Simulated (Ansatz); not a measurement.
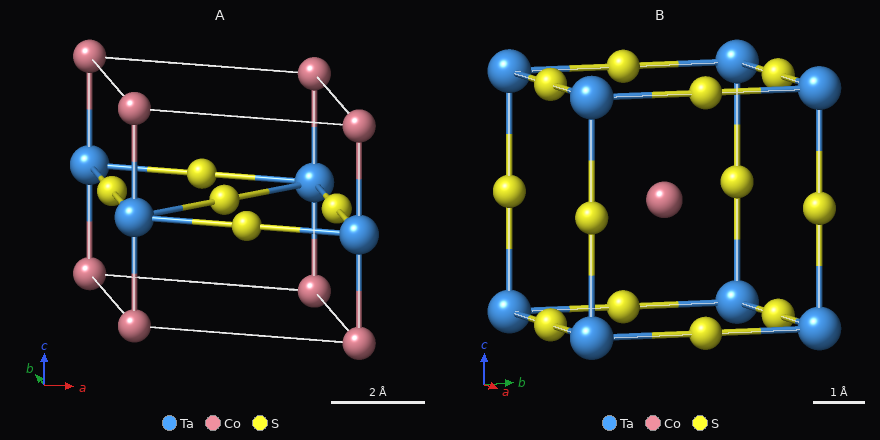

Two structures of TaCoS3, each relaxed to rest (conventional cells in solid outline, small ones repeated, not to one scale). Method: DFT PBE, scalar-relativistic, plane waves, PAW (Ansatz), with collinear spins.

### What are the two structures?

A: 5 atoms a cell on a primitive hexagonal lattice, P6/mmm. B: cubic perovskite with the larger cation on the octahedral site (an inverted filling), Pm-3m.

### What is the energy order of the two?

B is lower, by 504 meV/atom at this level of theory (energies at zero smearing). Volumes: A 22.4, B 21.8 Å³/atom.

One or both may be structure types tried for this composition rather than known phases.
